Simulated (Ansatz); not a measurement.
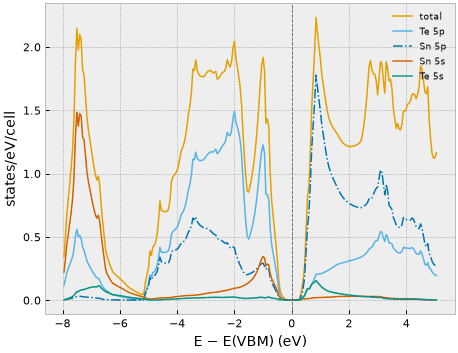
Total and projected density of states of SnTe (rock salt, Fm-3m), PBE in the plane-wave PAW code Ansatz

### Question
Which orbitals carry the states next to the gap?

### Answer
Top 1 eV of the valence band: Te 5p 59 %, Sn 5s 20 %, Sn 5p 17 %. Bottom 1 eV of the conduction band: Sn 5p 78 %, Te 5p 10 %, Te 5s 8 %. Projections are on Löwdin-orthogonalised atomic valence shells; empty p or d shells of many metals are not among them.

### Question
Where is the tallest occupied peak in this window, and what makes it?

### Answer
Near -7.5 eV, about 2.1 states/eV per cell; the largest projected share is Sn 5s.

Symmetry was held in the PBE relaxation. Spin–orbit coupling is left out wherever it is not named.

Potentials: the earlier of the program's two PAW sets.
